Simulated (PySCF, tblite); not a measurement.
# C₅H₂F₂OS: geometry, infrared bands and NMR shifts

What infrared bands and NMR shifts should C₅H₂F₂OS (`O=C(F)c1sccc1F`) show?

Programs: tblite 0.8.0 and PySCF 2.14.0, with density-fitted response routines of our own. Each step states its level of theory. These are calculated values for one molecule in the gas phase, unless marked as measured. Atoms count from 0, in the outputs and in this text.

## Step 1: The starting structure

11 atoms, charge 0, multiplicity 1; geometry from: force field or distance geometry start.

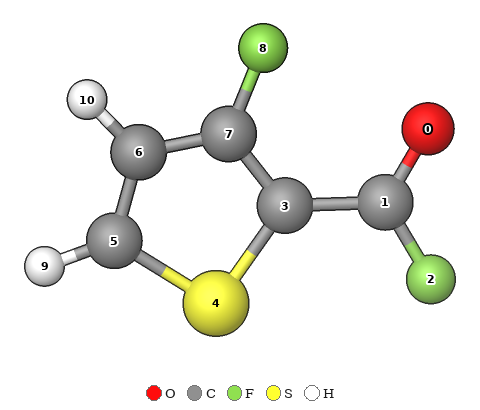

As it starts; oxygen red, carbon grey, fluorine green, sulfur yellow, hydrogen white, atoms numbered.

## Step 2: Optimising the geometry with GFN2-xTB

What the job is given:

```
{"job": {"kind": "relax", "xc": "GFN2-xTB", "basis": "xTB"}, "charge": 0, "multiplicity": 1}
O     -2.776900     0.816500     0.318500
C     -2.140300    -0.267300     0.263700
F     -2.791500    -1.435500     0.397100
C     -0.677700    -0.285900     0.083500
S      0.346800    -1.730000     0.017800
C      1.818600    -0.759800    -0.207600
C      1.447700     0.555300    -0.203900
C      0.133300     0.799300    -0.039000
F     -0.386300     2.073900    -0.018700
H      2.841400    -1.122500    -0.316500
H      2.190200     1.358800    -0.321000
```

Started as:

```console
OMP_NUM_THREADS=1 python probes_run.py task.json out
```

The driver reads the jobs from task.json and runs them one after another.

Log:

```text
step      E/eV     max force
  0    -774.37313    4.711
  1    -774.58424    5.884
  2    -774.76145    1.738
  3    -774.80463    0.736
  4    -774.83206    0.582
  5    -774.86137    0.666
  6    -774.87561    0.369
  7    -774.88769    0.295
  8    -774.89945    0.376
  9    -774.90802    0.399
 10    -774.91346    0.324
 11    -774.91759    0.319
 12    -774.92193    0.349
 13    -774.92677    0.281
 14    -774.93181    0.211
 15    -774.93680    0.213
 16    -774.94107    0.218
 17    -774.94369    0.157
 18    -774.94496    0.099
 19    -774.94572    0.098
 20    -774.94616    0.060
 21    -774.94638    0.042
 22    -774.94648    0.029
 23    -774.94653    0.013
 24    -774.94655    0.006
```

Run time: 0.12 s. Hardware: 1 thread of Arm Neoverse V2, shared host.

Step by step:

| step | energy from step 0 (eV) | largest force (eV/Å) |
| --- | --- | --- |
| 0 | 0.0000 | 4.7111 |
| 1 | -0.2111 | 5.8842 |
| 2 | -0.3883 | 1.7381 |
| 3 | -0.4315 | 0.7360 |
| 4 | -0.4589 | 0.5816 |
| 5 | -0.4882 | 0.6656 |
| 6 | -0.5025 | 0.3693 |
| 7 | -0.5146 | 0.2951 |
| 8 | -0.5263 | 0.3761 |
| 9 | -0.5349 | 0.3995 |
| 10 | -0.5403 | 0.3241 |
| 11 | -0.5445 | 0.3192 |
| 12 | -0.5488 | 0.3492 |
| 13 | -0.5536 | 0.2814 |
| 14 | -0.5587 | 0.2110 |
| 15 | -0.5637 | 0.2135 |
| 16 | -0.5679 | 0.2182 |
| 17 | -0.5706 | 0.1566 |
| 18 | -0.5718 | 0.0990 |
| 19 | -0.5726 | 0.0977 |
| 20 | -0.5730 | 0.0596 |
| 21 | -0.5733 | 0.0416 |
| 22 | -0.5734 | 0.0293 |
| 23 | -0.5734 | 0.0134 |
| 24 | -0.5734 | 0.0064 |

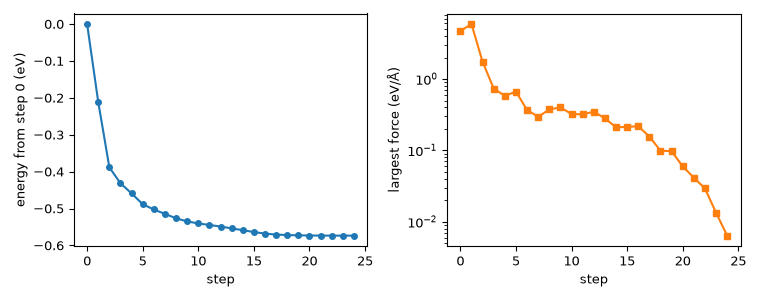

Energy and largest force along the relaxation.

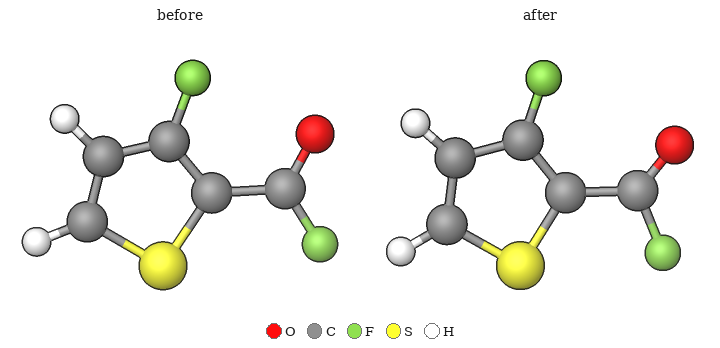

The geometry before (left) and after (right).

Distances of close pairs at the start and the end, largest changes first:

| bond | before (Å) | after (Å) | change (Å) |
| --- | --- | --- | --- |
| O0–C1 | 1.258 | 1.183 | -0.075 |
| S4–C5 | 1.777 | 1.707 | -0.070 |
| C6–C7 | 1.347 | 1.404 | +0.057 |
| C7–F8 | 1.377 | 1.326 | -0.050 |
| C3–S4 | 1.772 | 1.733 | -0.039 |
| C1–C3 | 1.474 | 1.443 | -0.031 |
| C1–F2 | 1.344 | 1.373 | +0.029 |
| C6–H10 | 1.100 | 1.074 | -0.026 |

The next job starts from the end point, and lists it.

## Step 3: Infrared spectrum with GFN2-xTB

What the job is given:

```
{"job": {"kind": "ir", "xc": "GFN2-xTB", "basis": "xTB"}, "charge": 0, "multiplicity": 1}
O     -2.875848     0.658128     0.332398
C     -2.105025    -0.236421     0.267414
F     -2.558723    -1.528238     0.367577
C     -0.673068    -0.212585     0.088856
S      0.282042    -1.656678     0.017658
C      1.712266    -0.749008    -0.190557
C      1.498184     0.597779    -0.208329
C      0.136492     0.900248    -0.048809
F     -0.322679     2.144263    -0.032920
H      2.650104    -1.258327    -0.291760
H      2.261680     1.343510    -0.327492
```

Log:

```text
mode    cm-1     km/mol
  1      59.9      0.01
  2     123.8      0.71
  3     131.9      0.02
  4     269.2      5.97
  5     288.2      0.05
  6     396.7      7.62
  7     417.8      0.01
  8     472.0      3.53
  9     547.4     30.95
 10     583.6      0.03
 11     644.8      2.60
 12     678.0     44.11
 13     706.1     12.90
 14     769.7     26.56
 15     837.6      8.21
 16     846.8     22.77
 17     925.9    207.66
 18    1002.9     30.07
 19    1071.7     13.15
 20    1172.1     94.35
 21    1219.2    101.09
 22    1415.7    147.03
 23    1423.2     54.48
 24    1538.8    177.92
 25    1832.8    614.31
 26    3153.4      0.04
 27    3169.7      0.87
```

It took 0.25 s on 1 thread of Arm Neoverse V2, shared host.

Which atoms move in the most intense modes:

| cm⁻¹ | km/mol | atoms |
| --- | --- | --- |
| 678 | 44.1 | C1 67 %, C3 21 % |
| 926 | 207.7 | C1 54 %, F2 19 % |
| 1172 | 94.3 | H10 36 %, H9 19 %, C7 14 %, C5 13 % |
| 1219 | 101.1 | C3 37 %, C7 14 %, C1 14 %, C6 12 % |
| 1416 | 147.0 | C7 54 %, C6 27 % |
| 1423 | 54.5 | C5 33 %, C6 29 %, C7 16 %, C3 15 % |
| 1539 | 177.9 | C7 35 %, C3 27 %, C6 20 %, C5 12 % |
| 1833 | 614.3 | C1 61 %, O0 38 % |

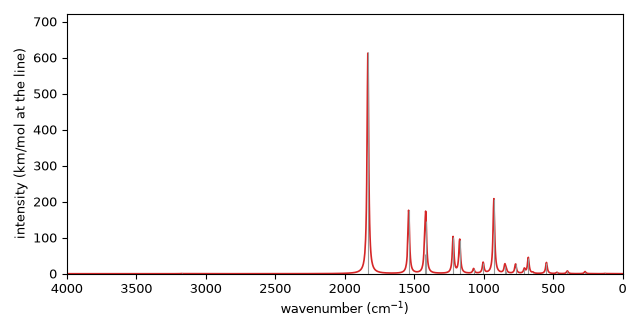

The infrared spectrum from these modes, unscaled. Lines are broadened to a width of 14 cm⁻¹ (Lorentzian).

## Step 4: Nuclear shieldings: PBE0/pcSseg-1

Settings changed since step 3:

```diff
@@ -1,2 +1,2 @@
-{"job": {"kind": "ir", "xc": "GFN2-xTB", "basis": "xTB"}, "charge": 0, "multiplicity": 1}
+{"job": {"kind": "nmr", "xc": "PBE0", "basis": "pcSseg-1"}, "charge": 0, "multiplicity": 1}
 O     -2.875848     0.658128     0.332398
```

Level: GIAO PBE0/pcSseg-1 NMR shielding, non-relativistic, gas phase.

Log:

```text
coarse grid: 11552 points
cycle   1  E = -863.8881472609  dE =  1.924e+00  |g| = 9.691e-01  |ddm| = 3.637e+00
cycle   2  E = -863.3697256033  dE =  5.184e-01  |g| = 1.925e+00  |ddm| = 2.279e+00
cycle   3  E = -864.0461993502  dE = -6.765e-01  |g| = 2.934e-01  |ddm| = 1.752e+00
cycle   4  E = -864.0603670910  dE = -1.417e-02  |g| = 9.200e-02  |ddm| = 2.795e-01
cycle   5  E = -864.0615862527  dE = -1.219e-03  |g| = 2.169e-02  |ddm| = 6.672e-02
cycle   6  E = -864.0616751756  dE = -8.892e-05  |g| = 8.606e-03  |ddm| = 2.910e-02
cycle   7  E = -864.0616931040  dE = -1.793e-05  |g| = 2.178e-03  |ddm| = 1.178e-02
cycle   8  E = -864.0616940951  dE = -9.911e-07  |g| = 8.815e-04  |ddm| = 2.812e-03
final grid: 112952 points
cycle   9  E = -864.1395572382  dE = -1.836e-05  |g| = 1.240e-02  |ddm| = 3.644e-02
cycle  10  E = -864.1394843680  dE =  7.287e-05  |g| = 2.275e-02  |ddm| = 2.801e-02
cycle  11  E = -864.1395879366  dE = -1.036e-04  |g| = 2.108e-03  |ddm| = 1.906e-02
cycle  12  E = -864.1395887351  dE = -7.985e-07  |g| = 3.557e-04  |ddm| = 1.881e-03
cycle  13  E = -864.1395887565  dE = -2.136e-08  |g| = 1.789e-04  |ddm| = 6.020e-04
cycle  14  E = -864.1395887634  dE = -6.985e-09  |g| = 5.421e-05  |ddm| = 2.041e-04
cycle  15  E = -864.1395887640  dE = -5.823e-10  |g| = 1.833e-05  |ddm| = 5.498e-05
converged SCF energy = -864.1395887640

GIAO shielding tensors (ppm)
atom      isotropic    diamagn.    paramagn.     s11        s22        s33       span
  0 O      -90.708     400.370    -491.078   -313.408   -217.444    258.728    572.135
  1 C       30.395     244.156    -213.761    -83.058     49.907    124.337    207.395
  2 F      132.686     476.272    -343.586    -64.855    150.705    312.209    377.064
  3 C       70.971     269.539    -198.568     20.139     63.396    129.378    109.239
  4 S      292.957    1055.819    -762.862    135.180    319.703    423.988    288.808
  5 C       43.923     261.246    -217.323    -56.521     27.633    160.658    217.179
  6 C       62.723     255.994    -193.270     -5.590     43.909    149.851    155.440
  7 C       11.922     245.731    -233.810    -54.121     20.618     69.267    123.388
  8 F      278.810     472.800    -193.990    139.057    252.799    444.576    305.519
  9 H       24.229      30.138      -5.909     21.748     23.973     26.966      5.218
 10 H       24.629      30.097      -5.468     21.365     25.467     27.055      5.689
```

Run time: 17 s. Hardware: 1 thread of Arm Neoverse V2, shared host; peak memory 0.74 GiB.

Shifts follow as δ = σ(reference) − σ, with reference shieldings (ppm) from runs at the same level and on the same kind of geometry: 1H TMS 31.72, 13C TMS 186.9, 19F CFCl3 170.9, 17O H2O 336.1, 33S CS2 504. The references are single molecules in the gas phase, so shifts against H2O, NH3, PH3, H3PO4 or CFCl3 are not on the usual liquid scales and can be off by tens of ppm.

| atoms | environment | σ (ppm) | δ (ppm) | δ scaled to CDCl3 |
| --- | --- | --- | --- | --- |
| C7 | aromatic carbon bearing fluorine | 11.9 | 175.0 | 168.9 |
| C1 | carbonyl carbon | 30.4 | 156.5 | 150.9 |
| C5 | aromatic CH next to the ring sulfur | 43.9 | 143.0 | 133.2 |
| C6 | aromatic CH | 62.7 | 124.2 | 119.3 |
| C3 | substituted aromatic carbon next to the ring sulfur | 71.0 | 116.0 | 106.8 |
| H9 | hydrogen on an aromatic CH next to the ring sulfur | 24.23 | 7.49 | 7.16 |
| H10 | hydrogen on an aromatic CH | 24.63 | 7.09 | 6.79 |
| O0 | carbonyl oxygen | -90.7 | 426.8 | – |
| F2 | fluorine bonded to C | 132.7 | 38.3 | – |
| F8 | aryl fluorine | 278.8 | -107.9 | – |
| S4 | aromatic ring sulfur | 293 | 211 | – |

The scaled column applies a straight-line fit of computed shieldings to shifts measured in CDCl3, with any fitted terms for Cl, Br or S neighbours, and one for carbons that bear F (root-mean-square error 0.16 ppm for H, 1.9 ppm for C).

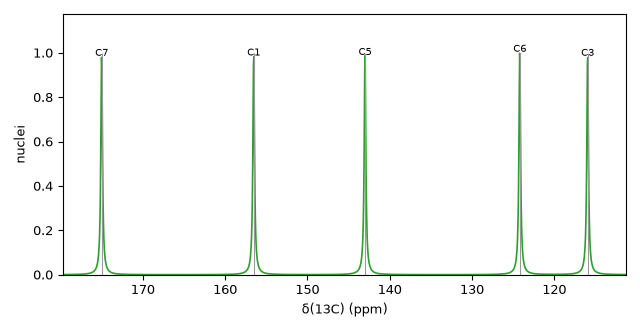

13C lines at the computed shifts, without couplings. Lines are broadened to a width of 0.24 ppm (Lorentzian).

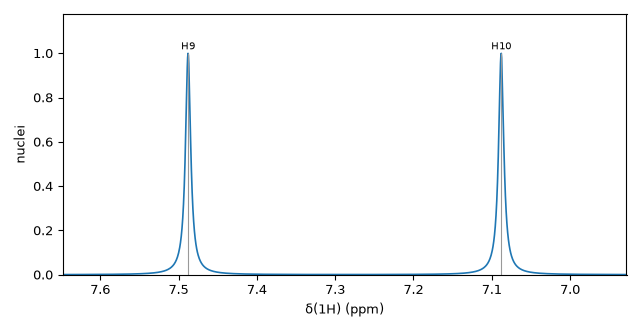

1H lines at the computed shifts, without couplings. Lines are broadened to a width of 0.01 ppm (Lorentzian).

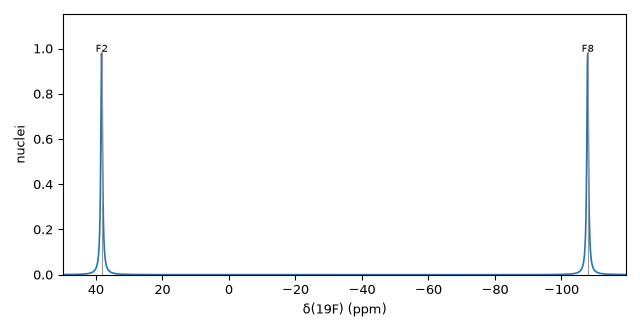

19F lines at the computed shifts, without couplings. Lines are broadened to a width of 0.58 ppm (Lorentzian).

Charges from the same density, by scheme (e):

| atoms | Mulliken | IAO | Hirshfeld | ESP fit |
| --- | --- | --- | --- | --- |
| O0 | -0.33 | -0.38 | -0.23 | -0.45 |
| C1 | 0.72 | 0.60 | 0.21 | 0.72 |
| F2 | -0.29 | -0.30 | -0.10 | -0.24 |
| C3 | -0.66 | -0.29 | -0.08 | -0.36 |
| S4 | 0.40 | 0.41 | 0.15 | 0.13 |
| C5 | -0.24 | -0.29 | -0.05 | -0.21 |
| C6 | -0.07 | -0.22 | -0.08 | -0.36 |
| C7 | 0.44 | 0.32 | 0.10 | 0.45 |
| F8 | -0.23 | -0.23 | -0.05 | -0.16 |

ESP fit charges:

| atom | value (e) |
| --- | --- |
| O0 | -0.45 |
| C1 | 0.72 |
| F2 | -0.24 |
| C3 | -0.36 |
| S4 | 0.13 |
| C5 | -0.21 |
| C6 | -0.36 |
| C7 | 0.45 |
| F8 | -0.16 |
| H9 | 0.24 |
| H10 | 0.23 |

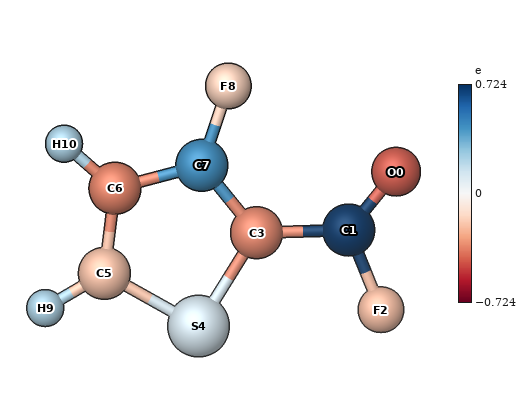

ESP fit charges, as colours on the atoms.

Mayer bond orders: O0–C1 2.08, C1–F2 0.94, C1–C3 1.03, C3–S4 1.11, S4–C5 1.21, C5–C6 1.51, C6–C7 1.34, C7–F8 1.02, C7–C3 1.38.

Ring of atoms C3, S4, C5, C6, C7: NICS(0) -13.7, NICS(1) -10.7, NICS(1)zz -23.4 ppm (means of both faces).

## Step 5: Results

```
                                 quantity                                  value
strongest single infrared mode (GFN2-xTB)                  1833 cm⁻¹, 614 km/mol
             zero-point energy (GFN2-xTB)                          36.7 kcal/mol
   13C shifts against TMS (PBE0/pcSseg-1)  175.0, 156.5, 143.0, 124.2, 116.0 ppm
    1H shifts against TMS (PBE0/pcSseg-1)                         7.49, 7.09 ppm
   17O shifts against H2O (PBE0/pcSseg-1)                              426.8 ppm
 19F shifts against CFCl3 (PBE0/pcSseg-1)                       38.3, -107.9 ppm
   33S shifts against CS2 (PBE0/pcSseg-1)                                211 ppm
```

The optimisation took 24 steps and gained 0.573 eV; among the close pairs (by a distance rule), O0–C1 changed most, from 1.258 to 1.183 Å. All 27 modes are real, so the xTB geometry is a minimum. The strongest single mode, at 1833 cm⁻¹, moves mainly C1 and O0. Unscaled tight-binding wavenumbers are off by several per cent, some by more. Its intensities can rank the bands wrongly. At PBE0/pcSseg-1: The largest span, 572 ppm, is at O0, where the paramagnetic term is -491 ppm. NICS(1)zz of -23 ppm above the planar ring from C3 marks a diatropic (aromatic) ring current.
